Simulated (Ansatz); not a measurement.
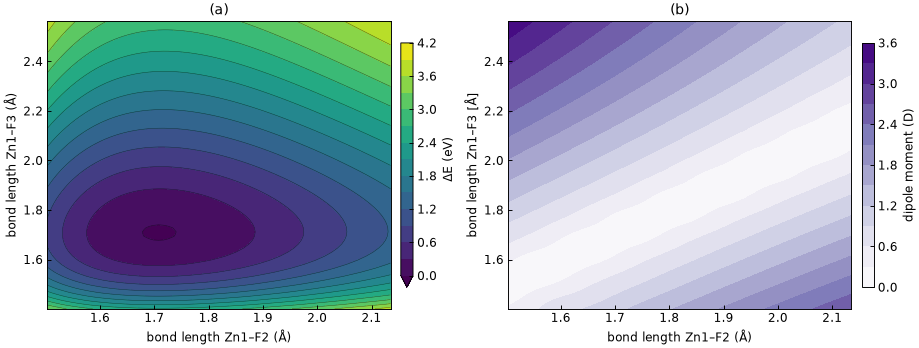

ZnF2. 
- The first coordinate is: bond length Zn1–F2; the second: bond length Zn1–F3.
- Nothing is relaxed (all other coordinates rigid).
- The scan uses a 15 × 15 grid.
- All energies are given in eV relative to the lowest grid point.
- The reference is spin-restricted, which grows unreliable where a bond is stretched far.
- Method: RKS SPW92 (LDA)/def2-TZVP (Ansatz).

Panel (a) is the energy; panel (b) is the computed dipole moment, in D.

Drawn: filled contours. Between grid points the surface is interpolated.

> How does the dipole moment vary over the map, and what is it at the lowest grid point?

Leaving out the highest fifth of the energies, it runs from 0.01 D at bond length Zn1–F2 = 1.819 Å, bond length Zn1–F3 = 1.815 Å to 2.71 D at bond length Zn1–F2 = 1.639 Å, bond length Zn1–F3 = 2.479 Å. At the lowest grid point, bond length Zn1–F2 = 1.729 Å, bond length Zn1–F3 = 1.733 Å, it is 0.01 D.
